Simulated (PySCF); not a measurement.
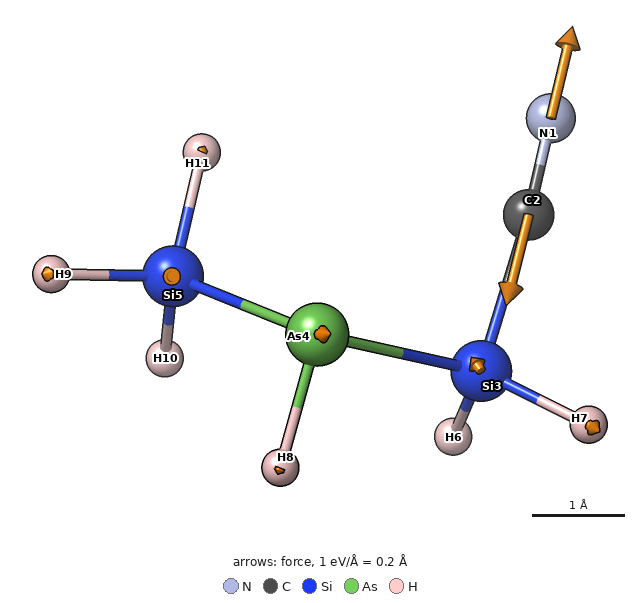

Starting geometry of CH6AsNSi2 with the computed forces as orange arrows. A ball-and-stick model, seen at a tilt.

The start comes from GFN2-xTB. Its atoms were then displaced at random by about 0.01 Å.

All numbers below come from PBE0-D3(BJ)/def2-SVP geometry optimisation, gas phase in PySCF. 

What follows when this structure is relaxed?

Answer. It isn't relaxed: the largest force vector, on C atoms, is 5.41 eV/Å. The final displacements have little in common with the starting forces (cosine between the two patterns 0.07). The largest move after the best rigid fit is that of H10, 0.39 Å. Largest moves by element: H 0.39 Å, N 0.28 Å, C 0.18 Å, As 0.11 Å, Si 0.10 Å. Near-neighbour distances that change, for instance: As4–Si5 2.300 → 2.379 Å, Si3–H7 1.443 → 1.489 Å, N1–C2 1.122 → 1.160 Å, Si5–H9 1.458 → 1.492 Å. Bond angles that change, for instance: Si3–As4–Si5 97.5° → 92.9°, H9–Si5–H10 106.6° → 109.7°, As4–Si3–H6 117.7° → 114.7°. The energy falls by 21.2 kJ/mol in 10 geometry steps.
